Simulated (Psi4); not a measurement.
**AlNH3 (SMILES [NH2][AlH]) at UHF/cc-pwCVTZ (density fitting)**

What is the vertical doublet–quartet gap of AlNH3 at UHF/cc-pwCVTZ (density fitting)? 

The results are computed with Psi4 1.11.

3 further runs of the same task are left out: 3 set aside as unsound or not needed.

**1. The structure to begin with**

The species is AlNH3 (5 atoms), meant as a doublet with charge 0. SMILES: `[NH2][AlH]`. Geometry: relaxed at PBE0-D4/def2-TZVP. This is one conformer, not always the lowest.

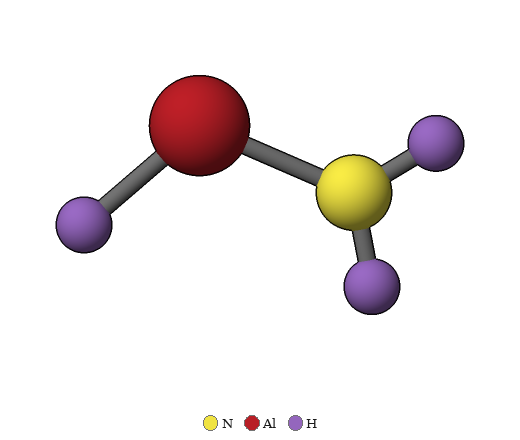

Viewed from a chosen angle; nitrogen yellow, aluminium red, hydrogen purple.

**2. Energy and forces at UHF/cc-pwCVTZ (density fitting)**

The input, alh3n.in:

```
memory 1600 MB

molecule m {
  0 2
  N     -0.116600    -0.660800     0.175100
  Al     0.836600     0.833900     0.120800
  H      0.148500    -1.505300     0.655500
  H     -1.010300    -0.782800    -0.277400
  H      0.191800     2.041400    -0.715400
  no_reorient
  no_com
}

set globals {
  reference uhf
  scf_type  df
}

e, wfn = gradient('hf/cc-pwCVTZ', return_wfn=True)
```

The run is started by

```sh
$ psi4 -i alh3n.in -o alh3n.out -n 1
```

alh3n.out:

```text
[...]
  Running in c1 symmetry.
[...]
  Nuclear repulsion =   46.235092034097001
[...]
  Multiplicity = 2
[...]
  Nalpha       = 12
  Nbeta        = 11
[...]
    Number of basis functions: 144
[...]
   @DF-UHF iter   1:  -298.01934392583615   -7.14566e-01   3.70471e-03 DIIS/ADIIS
[...]
   @DF-UHF iter  14:  -298.14675319037235   -1.34150e-11   7.28930e-09 DIIS
[...]
   @S^2 Observed:                7.549414832E-01
[...]
    Orbital Energies [Eh]
    ---------------------
    Alpha Occupied:
       1A    -58.470509     2A    -15.522749     3A     -4.884506
       4A     -3.200688     5A     -3.196318     6A     -3.194513
       7A     -1.105946     8A     -0.638177     9A     -0.598812
      10A     -0.473535    11A     -0.397460    12A     -0.298432
    Alpha Virtual:
      13A      0.056242    14A      0.108957    15A      0.150968
      16A      0.185753    17A      0.204677    18A      0.213390
      19A      0.255556    20A      0.277562    21A      0.292889
      22A      0.302915    23A      0.318125    24A      0.351932
      25A      0.382087    26A      0.530157    27A      0.557549
[...]
  @DF-UHF Final Energy:  -298.14675319037235
   => Energetics <=
    Nuclear Repulsion Energy =             46.2350920340970006
    One-Electron Energy =                -505.1895969665265511
    Two-Electron Energy =                 160.8077517420571780
    Total Energy =                       -298.1467531903723511
  UHF NO Occupations:
  HONO-2 :   10  A 1.9995148
  HONO-1 :   11  A 1.9981332
[...]
 Multipole Moments:
 ------------------------------------------------------------------------------------
     Multipole            Electronic (a.u.)      Nuclear  (a.u.)        Total (a.u.)
 ------------------------------------------------------------------------------------
 L = 1.  Multiply by 2.5417464519 to convert [e a0] to [Debye]
 Dipole X            :        -17.8257667           17.7437724           -0.0819942
 Dipole Y            :        -11.6969898           11.2786414           -0.4183484
 Dipole Z            :         -4.5279338            4.6464586            0.1185248
 Magnitude           :                                                    0.4424777
[...]
  -Total Gradient:
     Atom            X                  Y                   Z
    ------   -----------------  -----------------  -----------------
       1        0.004026289305     0.006431762085    -0.000266217770
       2        0.005261400832     0.002187604750     0.002086969267
       3        0.004070900763    -0.010100172137     0.006245465135
       4       -0.011523987533    -0.000840673020    -0.006123356520
       5       -0.001834603370     0.002321478322    -0.001942860111
[...]
```

It took 5.7 s on 1 thread of Intel Xeon Platinum 8488C (Sapphire Rapids), shared host; peak memory 0.33 GiB.

**3. The quartet at the same level**

The input, alh3n.in:

```
memory 1600 MB

molecule m {
  0 4
  N     -0.116600    -0.660800     0.175100
  Al     0.836600     0.833900     0.120800
  H      0.148500    -1.505300     0.655500
  H     -1.010300    -0.782800    -0.277400
  H      0.191800     2.041400    -0.715400
  units angstrom
  no_reorient
  no_com
}

set reference uhf
set scf_type df

gradient("scf/cc-pwCVTZ")
```

The run is started by

```sh
$ psi4 -n 1 alh3n.in alh3n.out
```

alh3n.out:

```text
[...]
  Running in c1 symmetry.
[...]
  Nuclear repulsion =   46.235092034097001
[...]
  Multiplicity = 4
[...]
  Nalpha       = 13
  Nbeta        = 10
[...]
    Number of basis functions: 144
[...]
   @DF-UHF iter   1:  -297.78395963443342   -4.79181e-01   3.87607e-03 DIIS/ADIIS
[...]
   @DF-UHF iter  14:  -297.95102838533938   -1.63709e-11   7.20141e-09 DIIS
[...]
   @S^2 Observed:                3.753709609E+00
[...]
    Orbital Energies [Eh]
    ---------------------
    Alpha Occupied:
       1A    -58.491450     2A    -15.518561     3A     -4.907162
       4A     -3.222734     5A     -3.222209     6A     -3.218545
       7A     -1.111117     8A     -0.744161     9A     -0.635978
      10A     -0.576655    11A     -0.422231    12A     -0.336682
      13A     -0.209423
    Alpha Virtual:
      14A      0.094607    15A      0.113256    16A      0.159908
      17A      0.195224    18A      0.203421    19A      0.219213
      20A      0.254686    21A      0.266457    22A      0.273373
      23A      0.301581    24A      0.329840    25A      0.347346
[...]
  @DF-UHF Final Energy:  -297.95102838533938
   => Energetics <=
    Nuclear Repulsion Energy =             46.2350920340970006
    One-Electron Energy =                -504.6056107859188842
    Two-Electron Energy =                 160.4194903664824778
    Total Energy =                       -297.9510283853393844
  UHF NO Occupations:
  HONO-2 :   11  A 1.0000000
  HONO-1 :   12  A 1.0000000
[...]
 Multipole Moments:
 ------------------------------------------------------------------------------------
     Multipole            Electronic (a.u.)      Nuclear  (a.u.)        Total (a.u.)
 ------------------------------------------------------------------------------------
 L = 1.  Multiply by 2.5417464519 to convert [e a0] to [Debye]
 Dipole X            :        -18.4056907           17.7437724           -0.6619182
 Dipole Y            :        -11.1470068           11.2786414            0.1316346
 Dipole Z            :         -5.0691382            4.6464586           -0.4226796
 Magnitude           :                                                    0.7963174
[...]
  -Total Gradient:
     Atom            X                  Y                   Z
    ------   -----------------  -----------------  -----------------
       1        0.023650280653     0.010274982289     0.009200184545
       2       -0.046626343570     0.043757936614    -0.043331572728
       3        0.000996995690    -0.012862029309     0.005621057571
       4       -0.012573122869     0.001028851443    -0.007447201715
       5        0.034552190093    -0.042199741038     0.035957532326
[...]
```

It took 5.4 s on 1 thread of Intel Xeon Platinum 8488C (Sapphire Rapids), shared host; peak memory 0.33 GiB.

**4. Results**

At UHF/cc-pwCVTZ (density fitting):

| quantity | value |
| --- | --- |
| doublet: total energy | -298.14675 Eh |
| doublet: dipole moment | 1.12 D |
| doublet: HOMO energy (highest over α and β) | -8.12 eV |
| doublet: LUMO energy (lowest over α and β) | 1.26 eV |
| doublet: ⟨S²⟩ | 0.755 |
| doublet: largest force on an atom | 0.672 eV/Å |
| quartet: total energy | -297.95103 Eh |
| quartet: dipole moment | 2.02 D |
| quartet: HOMO energy (highest over α and β) | -5.70 eV |
| quartet: LUMO energy (lowest over α and β) | -2.39 eV |
| quartet: ⟨S²⟩ | 3.754 |
| quartet: largest force on an atom | 3.972 eV/Å |
| vertical energy of the quartet above the doublet | 5.326 eV |

In words: At this shape the quartet lies 5.33 eV (514 kJ/mol) above the doublet. The largest force (doublet) is 0.67 eV/Å: the shape isn't a stationary point for this species at this level.
